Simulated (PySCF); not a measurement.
Geometry relaxation of BSiCl$_{5}$O (part 1 of 2)

- system: BSiCl$_{5}$O, SMILES ClB(Cl)O[Si](Cl)(Cl)Cl
- method: PBE0-D3(BJ)/def2-SVP geometry optimisation, gas phase (PySCF 2.14.0)

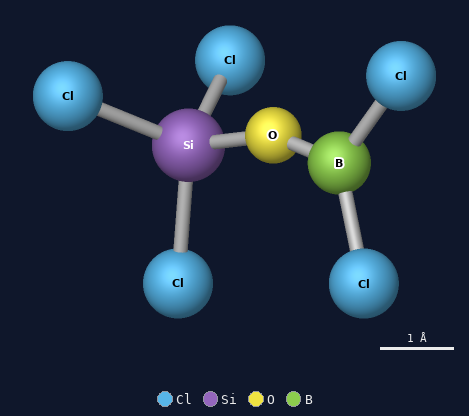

The starting structure (ball-and-stick view, seen at a tilt).

**Summary**

```csv
quantity,value
outcome,converged
total energy,−2689.051419 hartree
dipole moment,0.52 D
point group,C1
hardware,"1 CPU thread, shared host"
wall time,2.6 min
peak memory,0.67 GiB
```

**The input**
```
{"job": {"xc": "PBE0", "basis": "def2-SVP", "d3": "d3bj", "grid": 2, "kind": "geom", "shake": 0.01}, "charge": 0, "multiplicity": 1}
Cl     1.545807    -0.072336     2.239868
Si     1.258994     0.035129     0.258478
Cl     1.644192     1.853260    -0.482493
Cl     2.278762    -1.391973    -0.720725
O     -0.314294    -0.315464     0.019179
B     -1.579884    -0.118620    -0.304206
Cl    -2.116367     1.408165    -0.893256
Cl    -2.671134    -1.426713    -0.144745
```

The first line tells a small driver script what to run in PySCF; the rest is the geometry in Å.

Run as:
```bash
OMP_NUM_THREADS=1 python <driver script> task.json out
```

**Log**
```
step   0  E = -2689.04650669  max force = 0.017178
step   1  E = -2689.04972545  max force = 0.008055
step   2  E = -2689.05008560  max force = 0.003300
step   3  E = -2689.05014577  max force = 0.001814
step   4  E = -2689.05020710  max force = 0.002123
step   5  E = -2689.05026656  max force = 0.002001
step   6  E = -2689.05031468  max force = 0.000613
step   7  E = -2689.05032939  max force = 0.000626
step   8  E = -2689.05033914  max force = 0.000598
step   9  E = -2689.05035155  max force = 0.000691
step  10  E = -2689.05050462  max force = 0.002365
step  11  E = -2689.05052864  max force = 0.001765
step  12  E = -2689.05058814  max force = 0.001257
step  13  E = -2689.05061269  max force = 0.001832
step  14  E = -2689.05065481  max force = 0.001790
step  15  E = -2689.05072055  max force = 0.001573
step  16  E = -2689.05082304  max force = 0.001350
step  17  E = -2689.05097121  max force = 0.001046
step  18  E = -2689.05116285  max force = 0.001288
step  19  E = -2689.05132892  max force = 0.001803
step  20  E = -2689.05106160  max force = 0.003404
step  21  E = -2689.05124411  max force = 0.002337
step  22  E = -2689.05132509  max force = 0.001498
step  23  E = -2689.05137704  max force = 0.000663
step  24  E = -2689.05140059  max force = 0.000488
step  25  E = -2689.05141002  max force = 0.000934
step  26  E = -2689.05140711  max force = 0.001028
step  27  E = -2689.05141641  max force = 0.000658
step  28  E = -2689.05141861  max force = 0.000215
optimisation converged
```

**Trajectory as extended XYZ (Å, eV, eV/Å), 29 frames, from step=0 to step=28**
```
8
Properties=species:S:1:pos:R:3:forces:R:3 step=0 energy=-73172.68252
Cl    1.5458   -0.0723    2.2399    0.2611   0.0602   0.5568
Si    1.2590    0.0351    0.2585   -0.5838  -0.3240  -0.1309
Cl    1.6442    1.8533   -0.4825    0.2793   0.6202  -0.1746
Cl    2.2788   -1.3920   -0.7207    0.4247  -0.2826  -0.2024
O    -0.3143   -0.3155    0.0192    0.6695  -0.2022   0.2402
B    -1.5799   -0.1186   -0.3042    0.1719   0.1385  -0.0719
Cl   -2.1164    1.4082   -0.8933   -0.3452   0.8732  -0.3187
Cl   -2.6711   -1.4267   -0.1447   -0.8776  -0.8833   0.1016
8
Properties=species:S:1:pos:R:3:forces:R:3 step=1 energy=-73172.77011
Cl    1.5388   -0.0232    2.2568   -0.0710  -0.0193  -0.1916
Si    1.1528    0.0221    0.2548    0.3573   0.1507   0.0926
Cl    1.5823    1.8802   -0.4708   -0.0963  -0.1826   0.0369
Cl    2.2799   -1.3714   -0.7123   -0.1152   0.0977   0.0660
O    -0.4187   -0.3554    0.0288   -0.0433  -0.0806   0.0045
B    -1.6939   -0.1330   -0.3087   -0.4142  -0.0130  -0.0743
Cl   -2.2317    1.4408   -0.8986    0.1141  -0.2716   0.1062
Cl   -2.8613   -1.4505   -0.1532    0.2687   0.3186  -0.0403
8
Properties=species:S:1:pos:R:3:forces:R:3 step=2 energy=-73172.77991
Cl    1.5365   -0.0201    2.2527   -0.0194  -0.0090  -0.0748
Si    1.1545    0.0215    0.2561    0.1281   0.1016   0.0272
Cl    1.5465    1.8763   -0.4825   -0.0237  -0.0681   0.0134
Cl    2.2794   -1.3646   -0.7136   -0.0320   0.0317   0.0250
O    -0.4165   -0.3686    0.0347    0.0048  -0.1697   0.0501
B    -1.6909   -0.1390   -0.3038   -0.1346   0.0478  -0.0454
Cl   -2.1950    1.4377   -0.8869   -0.0198  -0.0303   0.0094
Cl   -2.8666   -1.4336   -0.1600    0.0966   0.0959  -0.0049
8
Properties=species:S:1:pos:R:3:forces:R:3 step=3 energy=-73172.78154
Cl    1.5378   -0.0188    2.2487    0.0115   0.0004   0.0180
Si    1.1579    0.0188    0.2562   -0.0248   0.0554  -0.0193
Cl    1.5292    1.8687   -0.4932    0.0153   0.0214  -0.0088
Cl    2.2830   -1.3642   -0.7106    0.0181  -0.0159  -0.0081
O    -0.4138   -0.3805    0.0382   -0.0020  -0.0603   0.0071
B    -1.6863   -0.1339   -0.3034    0.0198   0.0304   0.0151
Cl   -2.2009    1.4393   -0.8763    0.0391   0.0619  -0.0128
Cl   -2.8591   -1.4200   -0.1628   -0.0769  -0.0933   0.0087
8
Properties=species:S:1:pos:R:3:forces:R:3 step=4 energy=-73172.78321
Cl    1.5425   -0.0104    2.2444    0.0146   0.0042   0.0389
Si    1.1552    0.0185    0.2542   -0.0588   0.0391  -0.0309
Cl    1.5094    1.8673   -0.5040    0.0222   0.0326  -0.0110
Cl    2.2882   -1.3591   -0.7105    0.0230  -0.0237  -0.0161
O    -0.4150   -0.3952    0.0434   -0.0146  -0.1092   0.0238
B    -1.6871   -0.1404   -0.2976    0.0872   0.0688   0.0011
Cl   -2.1727    1.4452   -0.8633   -0.0219   0.0480  -0.0151
Cl   -2.8725   -1.4165   -0.1696   -0.0518  -0.0598   0.0093
8
Properties=species:S:1:pos:R:3:forces:R:3 step=5 energy=-73172.78483
Cl    1.5495    0.0047    2.2381    0.0089   0.0072   0.0346
Si    1.1515    0.0168    0.2495   -0.0449   0.0239  -0.0267
Cl    1.4871    1.8635   -0.5230    0.0170   0.0220  -0.0075
Cl    2.2965   -1.3556   -0.7095    0.0123  -0.0173  -0.0142
O    -0.4161   -0.4184    0.0497   -0.0203  -0.1029   0.0159
B    -1.6856   -0.1455   -0.2906    0.0777   0.0730  -0.0003
Cl   -2.1484    1.4551   -0.8378   -0.0384   0.0049  -0.0051
Cl   -2.8866   -1.4110   -0.1796   -0.0124  -0.0108   0.0033
8
Properties=species:S:1:pos:R:3:forces:R:3 step=6 energy=-73172.78614
Cl    1.5604    0.0346    2.2260    0.0013   0.0090   0.0188
Si    1.1460    0.0132    0.2399   -0.0093  -0.0035  -0.0072
Cl    1.4531    1.8535   -0.5602    0.0100   0.0038  -0.0021
Cl    2.3079   -1.3543   -0.7078   -0.0035  -0.0048  -0.0067
O    -0.4168   -0.4579    0.0606   -0.0134  -0.0315  -0.0080
B    -1.6805   -0.1503   -0.2757    0.0311   0.0315  -0.0112
Cl   -2.1190    1.4709   -0.7853   -0.0308  -0.0294   0.0121
Cl   -2.9030   -1.4002   -0.2007    0.0147   0.0249   0.0042
8
Properties=species:S:1:pos:R:3:forces:R:3 step=7 energy=-73172.78654
Cl    1.5582    0.0439    2.2239   -0.0023   0.0057   0.0009
Si    1.1465    0.0128    0.2365    0.0051  -0.0066   0.0068
Cl    1.4592    1.8496   -0.5706   -0.0031  -0.0063  -0.0015
Cl    2.3085   -1.3600   -0.7044   -0.0069   0.0012  -0.0003
O    -0.4159   -0.4605    0.0576    0.0028  -0.0024  -0.0318
B    -1.6794   -0.1497   -0.2765   -0.0107   0.0118   0.0322
Cl   -2.1282    1.4752   -0.7630   -0.0033  -0.0224   0.0009
Cl   -2.9009   -1.4016   -0.2067    0.0184   0.0189  -0.0072
8
Properties=species:S:1:pos:R:3:forces:R:3 step=8 energy=-73172.78681
Cl    1.5589    0.0586    2.2202   -0.0008   0.0013  -0.0105
Si    1.1476    0.0117    0.2324    0.0078  -0.0080   0.0195
Cl    1.4634    1.8420   -0.5881   -0.0090  -0.0075  -0.0033
Cl    2.3062   -1.3698   -0.7000   -0.0055   0.0041   0.0055
O    -0.4152   -0.4625    0.0575    0.0127   0.0307  -0.0267
B    -1.6793   -0.1469   -0.2687   -0.0226  -0.0257   0.0002
Cl   -2.1383    1.4809   -0.7322    0.0179   0.0053   0.0098
Cl   -2.8954   -1.4045   -0.2244   -0.0005  -0.0002   0.0054
8
Properties=species:S:1:pos:R:3:forces:R:3 step=9 energy=-73172.78714
Cl    1.5568    0.0770    2.2147    0.0024  -0.0016  -0.0110
Si    1.1483    0.0098    0.2270   -0.0004  -0.0081   0.0241
Cl    1.4611    1.8323   -0.6111   -0.0041  -0.0007  -0.0064
Cl    2.3079   -1.3790   -0.6926    0.0008   0.0018   0.0073
O    -0.4138   -0.4683    0.0545    0.0176   0.0304  -0.0355
B    -1.6783   -0.1468   -0.2641   -0.0189  -0.0275   0.0216
Cl   -2.1408    1.4898   -0.6887    0.0173   0.0245   0.0000
Cl   -2.8931   -1.4053   -0.2429   -0.0146  -0.0188  -0.0001
8
Properties=species:S:1:pos:R:3:forces:R:3 step=10 energy=-73172.79131
Cl    1.5340    0.2323    2.1607    0.0185  -0.0152  -0.0203
Si    1.1520   -0.0035    0.1800   -0.0368  -0.0067   0.0683
Cl    1.4581    1.7449   -0.8030    0.0019   0.0299  -0.0290
Cl    2.3221   -1.4543   -0.6193    0.0344  -0.0078   0.0205
O    -0.4049   -0.5070    0.0232    0.0429   0.0302  -0.0962
B    -1.6747   -0.1438   -0.2212   -0.0090  -0.0674   0.1120
Cl   -2.1608    1.5348   -0.3060    0.0193   0.1216  -0.0198
Cl   -2.8777   -1.3940   -0.4175   -0.0712  -0.0847  -0.0354
8
Properties=species:S:1:pos:R:3:forces:R:3 step=11 energy=-73172.79196
Cl    1.5384    0.2412    2.1564    0.0058  -0.0047  -0.0033
Si    1.1475   -0.0031    0.1790   -0.0261   0.0083   0.0432
Cl    1.4409    1.7431   -0.8144    0.0055   0.0018  -0.0148
Cl    2.3315   -1.4485   -0.6111    0.0111  -0.0040   0.0116
O    -0.4078   -0.5147    0.0268   -0.0008  -0.0908  -0.0414
B    -1.6811   -0.1535   -0.2055    0.0546   0.0296  -0.0533
Cl   -2.1293    1.5394   -0.2931   -0.0825   0.0249   0.0201
Cl   -2.8921   -1.3944   -0.4413    0.0324   0.0349   0.0379
8
Properties=species:S:1:pos:R:3:forces:R:3 step=12 energy=-73172.79358
Cl    1.5363    0.2404    2.1567    0.0006   0.0005   0.0002
Si    1.1491   -0.0038    0.1787   -0.0117   0.0098   0.0381
Cl    1.4501    1.7405   -0.8166   -0.0053  -0.0022  -0.0093
Cl    2.3349   -1.4519   -0.6040    0.0035  -0.0031   0.0081
O    -0.4068   -0.5122    0.0217   -0.0031  -0.0066  -0.0646
B    -1.6796   -0.1483   -0.2113    0.0054   0.0045  -0.0018
Cl   -2.1515    1.5403   -0.2855    0.0024  -0.0168   0.0145
Cl   -2.8846   -1.3955   -0.4428    0.0083   0.0139   0.0148
8
Properties=species:S:1:pos:R:3:forces:R:3 step=13 energy=-73172.79425
Cl    1.5256    0.2485    2.1550   -0.0031   0.0055   0.0012
Si    1.1486   -0.0035    0.1762   -0.0027   0.0123   0.0317
Cl    1.4493    1.7370   -0.8266   -0.0031  -0.0058  -0.0046
Cl    2.3439   -1.4518   -0.5920   -0.0015  -0.0006   0.0056
O    -0.4052   -0.5154    0.0112    0.0096  -0.0323  -0.0942
B    -1.6781   -0.1505   -0.2187   -0.0116   0.0209   0.0846
Cl   -2.1501    1.5394   -0.2569   -0.0039  -0.0148  -0.0137
Cl   -2.8860   -1.3943   -0.4514    0.0163   0.0148  -0.0107
8
Properties=species:S:1:pos:R:3:forces:R:3 step=14 energy=-73172.79539
Cl    1.5143    0.2622    2.1528   -0.0052   0.0123   0.0032
Si    1.1483   -0.0033    0.1737    0.0103   0.0159   0.0260
Cl    1.4476    1.7301   -0.8422   -0.0009  -0.0079   0.0010
Cl    2.3541   -1.4534   -0.5749   -0.0079   0.0023   0.0031
O    -0.4031   -0.5196    0.0013    0.0180  -0.0324  -0.0920
B    -1.6766   -0.1515   -0.2183   -0.0248   0.0242   0.0831
Cl   -2.1547    1.5371   -0.2196    0.0104  -0.0106  -0.0117
Cl   -2.8819   -1.3919   -0.4759    0.0000  -0.0038  -0.0127
8
Properties=species:S:1:pos:R:3:forces:R:3 step=15 energy=-73172.79718
Cl    1.4976    0.2843    2.1490   -0.0049   0.0165   0.0028
Si    1.1476   -0.0026    0.1701    0.0162   0.0195   0.0243
Cl    1.4423    1.7210   -0.8638    0.0038  -0.0053   0.0038
Cl    2.3677   -1.4535   -0.5532   -0.0100   0.0028   0.0017
O    -0.3996   -0.5281   -0.0116    0.0176  -0.0376  -0.0809
B    -1.6743   -0.1552   -0.2149   -0.0235   0.0241   0.0559
Cl   -2.1558    1.5315   -0.1675    0.0156   0.0013  -0.0014
Cl   -2.8775   -1.3879   -0.5112   -0.0148  -0.0213  -0.0062
8
Properties=species:S:1:pos:R:3:forces:R:3 step=16 energy=-73172.79997
Cl    1.4708    0.3189    2.1420   -0.0031   0.0181   0.0016
Si    1.1462   -0.0006    0.1636    0.0156   0.0228   0.0263
Cl    1.4338    1.7094   -0.8945    0.0077  -0.0006   0.0040
Cl    2.3877   -1.4505   -0.5233   -0.0086   0.0006   0.0003
O    -0.3940   -0.5431   -0.0320    0.0124  -0.0449  -0.0694
B    -1.6706   -0.1631   -0.2097   -0.0142   0.0233   0.0240
Cl   -2.1523    1.5197   -0.0900    0.0140   0.0127   0.0113
Cl   -2.8735   -1.3813   -0.5593   -0.0237  -0.0320   0.0019
```
